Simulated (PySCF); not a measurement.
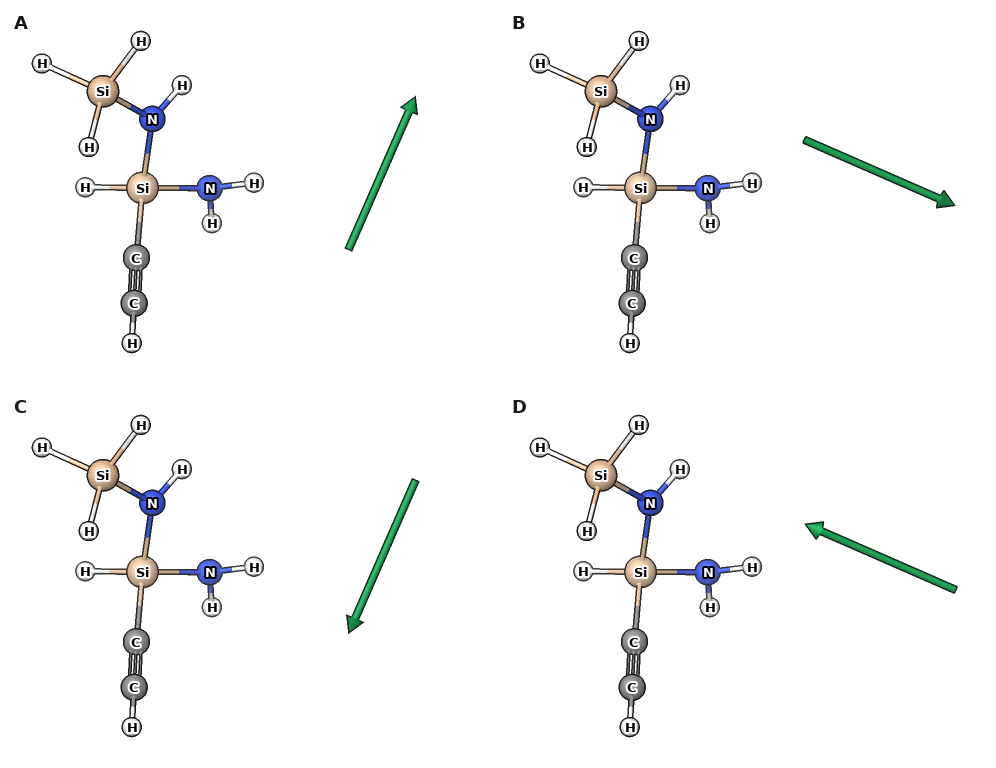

The same molecule four times, each with an arrow. The geometry was computed by an optimisation with GFN2-xTB. No frequency run is at hand to confirm it as a minimum. Level of theory: PBE0/def2-SVPD, gas phase (PySCF 2.14.0).

### Which arrow points along the dipole moment, from the negative to the positive end?

B. The dipole moment is 1.36 D.

The geometry is semi-empirical. Around Si such bond lengths and angles can be off by a tenth of an ångström or more and by several degrees, and values that hang on the shape move with them.
